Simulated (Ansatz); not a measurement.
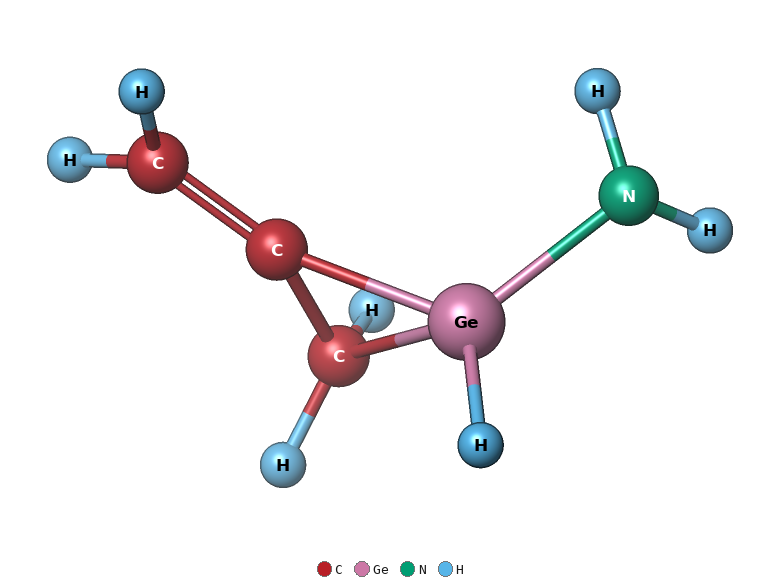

Distant atoms are faded towards the background colour. The geometry was computed by an optimisation with PBE-D4/def2-SVP. No frequency run is at hand to confirm it as a minimum.

**Which symmetry elements does this geometry have?**

It has no symmetry element but the identity, so the point group is C1. The group has 1 operation. The geometry is chiral, and symmetry allows a dipole moment.
